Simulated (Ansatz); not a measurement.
C3H3BClF: several calculations on one system

### Relaxation

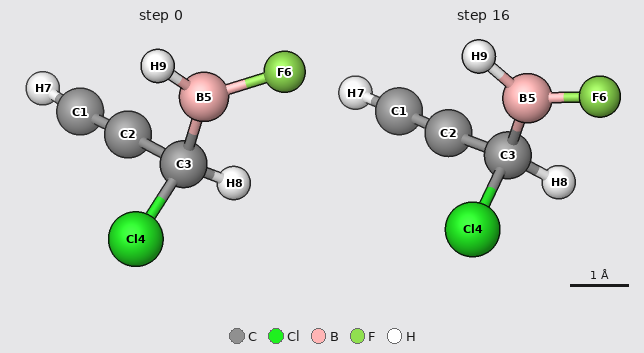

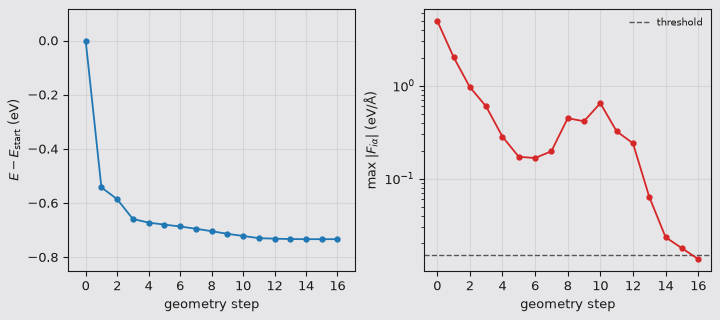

First and last geometry of a relaxation of C3H3BClF, with the history of the run. Style: ball-and-stick. Shown from a free direction.

The run prepares an end point of a later path (torsion) calculation, from a guessed geometry.

Method: RKS revPBE-D4/def2-SVP (Ansatz 0.2.0).

The input:
```yaml
crystal:
  periodic: [false, false, false]
  atoms:
    - { symbol: C, position_ang: [2.0441, -0.4095, 0.8408] }
    - { symbol: C, position_ang: [0.8277, -0.3831, 0.5136] }
    - { symbol: C, position_ang: [-0.6159, -0.3999, 0.1212] }
    - { symbol: Cl, position_ang: [-0.8558, -1.8757, -0.7843] }
    - { symbol: B, position_ang: [-0.9163, 0.8576, -0.7809] }
    - { symbol: F, position_ang: [-1.9117, 1.8354, -0.3299] }
    - { symbol: H, position_ang: [3.044, -0.3485, 1.1087] }
    - { symbol: H, position_ang: [-1.1698, -0.3665, 1.0451] }
    - { symbol: H, position_ang: [-0.3578, 1.0439, -1.7513] }
basis:
  gaussian: { orbitals: def2-SVP }
hamiltonian:
  xc: revpbe
  dispersion: d4
relax:
  f_tol: 0.015
  max_steps: 40
```

Launched with:
```bash
ansatz run input.yaml --threads 2 --pin off --max-ram 3072MiB --backend cpu --events-out ev --progress --plain --runs-dir out
```

**What do the curves and the structures tell?**

It converged. After 16 geometry steps the energy has fallen by 0.734 eV. The largest force component goes from 5 to 0.014 eV/Å. F6 moves most after the best rigid fit: 0.57 Å. Largest moves by element: F 0.57 Å, Cl 0.38 Å, C 0.25 Å, H 0.19 Å, B 0.04 Å. Among the contacts that change: C3–Cl4 1.748 → 1.885 Å, B5–F6 1.466 → 1.337 Å, B5–H9 1.135 → 1.213 Å, C2–C3 1.496 → 1.441 Å. Among the angles between lasting bonds that change: Cl4–C3–B5 110.5° → 89.7°, C2–C3–B5 109.0° → 118.5°, Cl4–C3–H8 113.6° → 105.1°. Groups turn about C3–B5 by about 20°.

### Relaxation

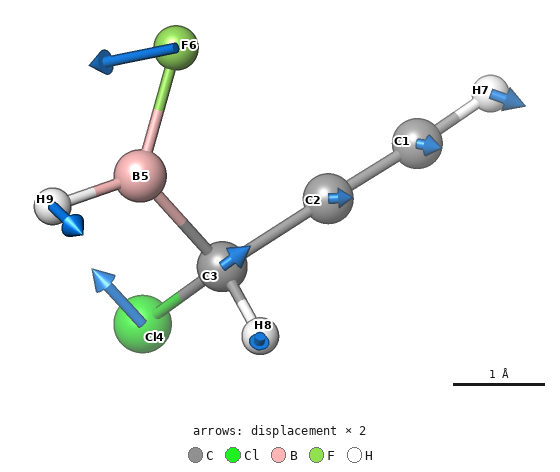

This is a relaxation of C3H3BClF. The starting structure is drawn; blue arrows show the displacements, magnified 2 times. The two geometries are superimposed by the best rigid fit.

Style: ball-and-stick. Shown at a tilt.

The run prepares an end point of a later path (torsion) calculation, from a guessed geometry.

Theory: RKS revPBE-D4/def2-SVP in Ansatz. (no spin polarisation; force threshold 0.015 eV/Å; at most 40 steps)

> Which element moves most?

Fluorine: up to 0.61 Å, against 0.44 Å for chlorine.

> What did the optimiser do to the structure, and how much energy did it gain?

After 13 accepted moves (14 points after the start) the energy has fallen by 19.6 kcal/mol. The largest force component goes from 5.1 to 0.0081 eV/Å. The line search rejected the trial step at point 11 of the run. The largest move after the best rigid fit is that of F6, 0.61 Å. By element the largest moves are F 0.61 Å, Cl 0.44 Å, H 0.36 Å, C 0.20 Å, B 0.04 Å. Among the contacts that change: C3–Cl4 1.748 → 1.891 Å, B5–F6 1.466 → 1.334 Å, B5–H9 1.135 → 1.215 Å, C2–C3 1.496 → 1.440 Å. Bond angles that change, for instance: Cl4–C3–B5 110.5° → 88.4°, C2–C3–B5 109.0° → 119.6°, Cl4–C3–H8 113.6° → 104.6°. Groups turn about C3–B5 by about 30°. The run took 24 s on 2 threads of Arm Neoverse V2, on a shared host, peak memory 0.15 GiB.

### Path

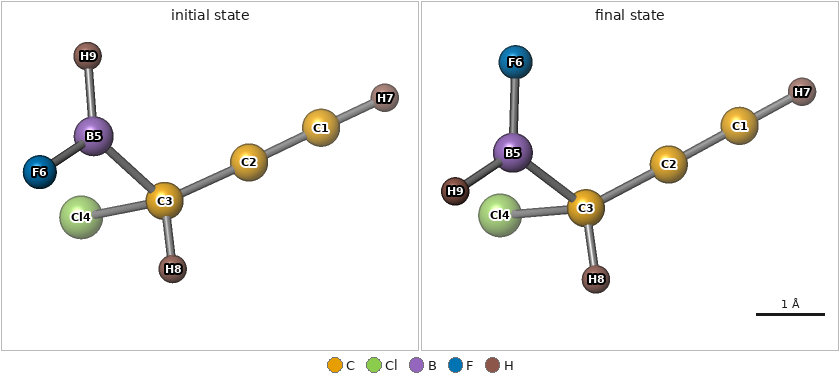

The two relaxed end points of a path for C₃H₃BClF. A ball-and-stick model, seen at a tilt.

Computed with RKS revPBE-D4/def2-SVP in Ansatz.

Set-up: 5 movable images; climbing image; force threshold 0.03 eV/Å; iteration limit 60.

Start:
```xyz
9

C     2.1028   -0.4234    0.8462
C     0.9061   -0.3758    0.5880
C    -0.4967   -0.2555    0.2827
Cl   -1.0911   -1.6092   -0.8869
B    -0.9514    0.8449   -0.7752
F    -2.1550    1.4087   -0.6300
H     3.1573   -0.4767    1.0789
H    -1.1450   -0.3416    1.1767
H    -0.2387    1.1823   -1.6975
```

End:
```xyz
9

C     2.0925   -0.3871    0.8670
C     0.8980   -0.3662    0.5955
C    -0.5041   -0.2813    0.2805
Cl   -1.0421   -1.5884   -0.9757
B    -1.0162    0.8373   -0.7316
F    -0.1466    1.4177   -1.5609
H     3.1466   -0.4051    1.1069
H    -1.1574   -0.4522    1.1574
H    -2.1822    1.1789   -0.7561
```

### What barrier does the band find between them, and by what path?

The barrier is about 3.26 kcal/mol in both directions, with image 3 at the top; the ends have nearly the same energy. The motion is a rotation about the C3–B5 bond by about 170°, with a turn of about 225° about C1–C2. No bond forms or breaks between the ends. Bond angles that change up to the highest image, for instance: Cl4–C3–B5 89.7° → 110.1°, B5–C3–H8 115.0° → 107.1°. The band converged in 10 iterations. The largest component of the band force went from 20 to 0.022 eV/Å. The climbing image converged on the top of the path. Its vibrational analysis gives one imaginary mode (84i cm⁻¹), as a transition state must have.

Energies of the converged images:

| image | path (Å) | E (kcal/mol) |
| --- | --- | --- |
| 0 | 0.00 | 0.00 |
| 1 | 0.86 | 1.25 |
| 2 | 1.72 | 2.25 |
| 3 | 2.58 | 3.26 |
| 4 | 3.25 | 2.92 |
| 5 | 3.92 | 1.50 |
| 6 | 4.58 | 0.04 |

The geometry at the top of the path:

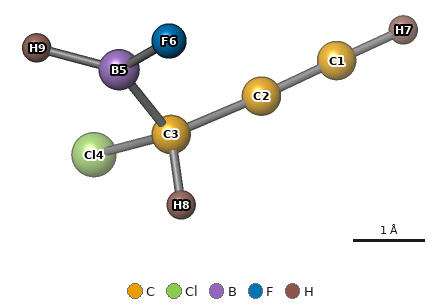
